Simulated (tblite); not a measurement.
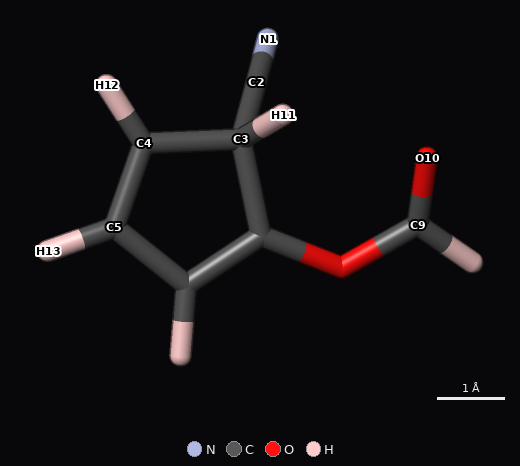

The input geometry (stick view, seen at a tilt; atoms are numbered from 1 in the order of the input).

# Nudged elastic band, with input and output: C$_{7}$H$_{5}$NO$_{2}$

C$_{7}$H$_{5}$NO$_{2}$, computed with GFN2-xTB climbing-image nudged elastic band, gas phase (tblite 0.8.0).

### What the program printed
```
image   E - E0 / eV
  0       0.0000
  1       0.0464
  2       0.2627
  3       1.1971
  4       0.3224
  5       0.1649
  6       0.1411
```

This output came from the following input.

### Input file
```
{"job": {"xc": "GFN2-xTB", "basis": "xTB", "kind": "neb"}, "charge": 0, "multiplicity": 1}
N     -0.388639     2.739814    -0.926351
C     -0.372794     1.797242    -0.282433
C     -0.360697     0.580372     0.495820
C     -1.741701     0.008207     0.641993
C     -1.784891    -1.203022     0.071262
C     -0.492964    -1.537801    -0.482215
C      0.357211    -0.522350    -0.246445
O      1.660863    -0.475091    -0.667148
C      2.550901     0.330172    -0.093668
O      2.377202     1.057978     0.837473
H      0.111482     0.804562     1.459359
H     -2.535662     0.543230     1.126739
H     -2.636742    -1.855452     0.020172
H     -0.259620    -2.452132    -0.993447
H      3.508400     0.205251    -0.623123
```

The first line tells a small driver script what to run in tblite; the rest is the geometry in Å.

Run as:
```bash
OMP_NUM_THREADS=1 python <driver script> task.json out
```

### Results in brief

- outcome: converged
- forward barrier: 1.197 eV
- hardware: 1 CPU thread, shared host
- wall time: 7.7 s
- peak memory: 0.19 GiB
